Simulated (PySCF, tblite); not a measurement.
# C5H2FN3: geometry, infrared bands and NMR shifts

Aim: predict the infrared bands and NMR shifts of C5H2FN3 (`C#Cc1cnnc(F)n1`).

The runs use tblite 0.8.0 and PySCF 2.14.0, with density-fitted response routines of our own; the level of theory stands in each step. All values are computed, except where a source is named. Atoms count from 0, in the outputs and in this text.

### 1 Starting geometry

11 atoms, charge 0, multiplicity 1; geometry from: force field or distance geometry start.

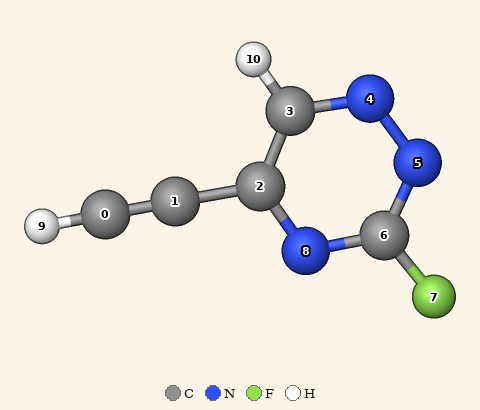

The starting geometry (carbon grey, nitrogen blue, fluorine green, hydrogen white), atoms numbered; sticks join atoms by distance.

### 2 Relaxing the molecule with GFN2-xTB

The job: settings as JSON, then the geometry in Å.

```
{"job": {"kind": "relax", "xc": "GFN2-xTB", "basis": "xTB"}, "charge": 0, "multiplicity": 1}
C     -2.791400    -0.521800    -0.558700
C     -1.650700    -0.288300    -0.323400
C     -0.263000    -0.030800    -0.023900
C      0.098000     0.826600     0.984800
N      1.398900     1.047000     1.245300
N      2.312300     0.422900     0.449100
C      1.892900    -0.394600    -0.540800
F      2.832900    -0.990700    -1.285900
N      0.613400    -0.663900    -0.821400
H     -3.824000    -0.729200    -0.780600
H     -0.614000     1.325500     1.629800
```

Started as:

```sh
OMP_NUM_THREADS=1 python probes_run.py task.json out
```

This one command runs all jobs of the session in turn.

**Question.** This job is followed by: GFN2-xTB harmonic vibrations, gas phase; GIAO PBE0/pcSseg-1 NMR shielding, non-relativistic, gas phase. What will the session give for the following? strongest single infrared mode (GFN2-xTB); zero-point energy (GFN2-xTB); 13C shifts against TMS (PBE0/pcSseg-1); 1H shifts against TMS (PBE0/pcSseg-1); 15N shifts against NH3 (PBE0/pcSseg-1); 19F shifts against CFCl3 (PBE0/pcSseg-1).

As calculated:

| quantity | value |
| --- | --- |
| strongest single infrared mode (GFN2-xTB) | 1333 cm⁻¹, 297 km/mol |
| zero-point energy (GFN2-xTB) | 39.2 kcal/mol |
| 13C shifts against TMS (PBE0/pcSseg-1) | 173.1, 157.0, 149.1, 100.8, 83.1 ppm |
| 1H shifts against TMS (PBE0/pcSseg-1) | 9.57, 3.46 ppm |
| 15N shifts against NH3 (PBE0/pcSseg-1) | 502.8, 401.9, 300.6 ppm |
| 19F shifts against CFCl3 (PBE0/pcSseg-1) | -57.8 ppm |

In words: Over 27 steps the energy fell by 0.286 eV; of the close pairs, N4–N5 changed most, 1.363 to 1.303 Å. No mode is imaginary among the 27: a minimum at this level. The strongest single mode, at 1333 cm⁻¹, moves mainly C6. Unscaled tight-binding wavenumbers are off by several per cent, some by more. Its intensities can rank the bands wrongly. At PBE0/pcSseg-1: Shielding is most anisotropic at N4 (span 960 ppm, paramagnetic term -554 ppm). NICS(1)zz of -24 ppm above the planar ring from C2 marks a diatropic (aromatic) ring current.
